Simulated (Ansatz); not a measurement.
# C2H2F4 (norflurane): CCSD(T)/cc-pVDZ

What is the vertical ionisation energy of C2H2F4 (norflurane) at CCSD(T)/cc-pVDZ? 

The calculation is run with Ansatz 0.2.0.

46 further runs of the same task are left out: 1 that didn't finish, 45 set aside as unsound or not needed.

## (1) Starting point

C2H2F4 has 8 atoms, charge 0, and is taken as a singlet. SMILES: `FCC(F)(F)F`. The shape is that of a PBE0-D4/def2-TZVP optimisation.

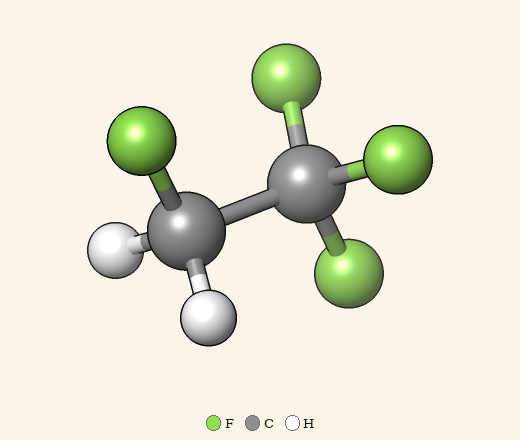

Viewed from a chosen angle; fluorine green, carbon grey, hydrogen white.

## (2) The energy at CCSD(T)/cc-pVDZ

The input, input.yaml:

```yaml
crystal:
  periodic: [false, false, false]
  atoms:
    - {symbol: F, position_ang: [-0.224600, -1.506500, 0.915200]}
    - {symbol: C, position_ang: [-0.211200, -0.737800, -0.211700]}
    - {symbol: C, position_ang: [0.211200, 0.674300, 0.135500]}
    - {symbol: F, position_ang: [1.434400, 0.711300, 0.662400]}
    - {symbol: F, position_ang: [0.217100, 1.411800, -0.982100]}
    - {symbol: F, position_ang: [-0.624600, 1.243600, 1.002900]}
    - {symbol: H, position_ang: [0.502000, -1.148600, -0.930100]}
    - {symbol: H, position_ang: [-1.212300, -0.705100, -0.647900]}
basis:
  gaussian:
    orbitals: cc-pVDZ
correlation:
  method: ccsd_t
  frozen_orbitals: {C: 1, F: 1, H: 0}
accuracy: high
scf:
  omitted_lower_state_checks: [cluster_reference, increment]
```

On the command line:

```
$ ansatz run input.yaml --threads 1 --pin off --max-ram 3480MiB --events-out events.jsonl --progress --plain --runs-dir runs
```

The log of the run (excerpt; [...] marks lines left out):

```text
Warning: RAYON_NUM_THREADS=1 ignored (pool sized by the plan → 1); use --threads N
Functional definition: HF
  name "HF"
[...]
2143 factors; integrals over basis functions are off by at most 2.6e-9 eV
[...]
mean field -12916.77653680 eV, -474.6827824218 hartree, gradient 2.5e-8 eV, S^2 0.000000; 0 other end points of the search recorded, 0 dependent functions left out
6 core orbitals not correlated: weight in the atoms' cores, before any rotation towards them, 1.000 or more for the frozen orbitals, at most 0.000 for the correlated occupied ones
reference -12916.77653680 eV, -474.6827824218 hartree; 19, 19 occupied and 69, 69 virtual orbitals, 2143 factors
second order -27.36047489 eV of doubles, -0.00000000 eV of singles
cycle   1  -27.37163078 eV  change   -1.1e-2 eV  update   1.0e-1
[...]
cycle  19  -28.04336406 eV  change  -3.2e-10 eV  update   2.1e-9
perturbative correction -0.57405477 eV, -0.0210961236 hartree
Total energy: -12945.39395563 eV, -475.7344531660 hartree
Checks for a lower state left out: cluster_reference, increment
```

Run time: 55 s. Hardware: 1 thread of Arm Neoverse V1, shared host; peak memory 0.7 GiB.

## (3) The doublet cation, same level

The input, molecule.yaml:

```yaml
crystal:
  periodic: [false, false, false]
  atoms:
    - {symbol: F, position_ang: [-0.224600, -1.506500, 0.915200]}
    - {symbol: C, position_ang: [-0.211200, -0.737800, -0.211700]}
    - {symbol: C, position_ang: [0.211200, 0.674300, 0.135500]}
    - {symbol: F, position_ang: [1.434400, 0.711300, 0.662400]}
    - {symbol: F, position_ang: [0.217100, 1.411800, -0.982100]}
    - {symbol: F, position_ang: [-0.624600, 1.243600, 1.002900]}
    - {symbol: H, position_ang: [0.502000, -1.148600, -0.930100]}
    - {symbol: H, position_ang: [-1.212300, -0.705100, -0.647900]}
basis:
  gaussian:
    orbitals: cc-pVDZ
total_charge: 1
magnetization:
  spin_polarized: true
  initial_magnetization: 1
correlation:
  method: ccsd_t
  frozen_orbitals: {C: 1, F: 1, H: 0}
accuracy: high
scf:
  omitted_lower_state_checks: [cluster_reference, increment]
```

On the command line:

```
$ ansatz run molecule.yaml --threads 1 --pin off --max-ram 3480MiB --events-out events.jsonl --progress --plain --runs-dir runs
```

The log of the run:

```text
Warning: RAYON_NUM_THREADS=1 ignored (pool sized by the plan → 1); use --threads N
[... 15 lines left out ...]
6 core orbitals not correlated: weight in the atoms' cores, before any rotation towards them, 1.000 or more for the frozen orbitals, at most 0.000 for the correlated occupied ones
[... 49 lines left out ...]
Total energy: -12931.68624099 eV, -475.2307039446 hartree
Checks for a lower state left out: cluster_reference, increment
```

Wall time 7.5 min (1 thread of Arm Neoverse V1, shared host); peak memory 1.6 GiB.

## (4) Results

At CCSD(T)/cc-pVDZ, 6 core orbitals frozen:

```
                                                   quantity          value
                               singlet C2H2F4: total energy  -475.73445 Eh
singlet C2H2F4: correlation energy (6 core orbitals frozen)    -1051.7 mEh
                             singlet C2H2F4: (T) correction     -21.10 mEh
                              singlet C2H2F4: T1 diagnostic          0.011
                               doublet cation: total energy  -475.23070 Eh
doublet cation: correlation energy (6 core orbitals frozen)    -1037.7 mEh
                             doublet cation: (T) correction     -23.92 mEh
          doublet cation: ⟨S²⟩ of the reference determinant          0.760
                              doublet cation: T1 diagnostic          0.041
         vertical ionisation energy (to the doublet cation)      13.708 eV
```

What this shows: Removing an electron at fixed nuclei costs 13.71 eV (1323 kJ/mol). The triples (singlet C2H2F4) make up 2.0 % of the correlation energy. The triples (doublet cation) make up 2.3 % of the correlation energy.
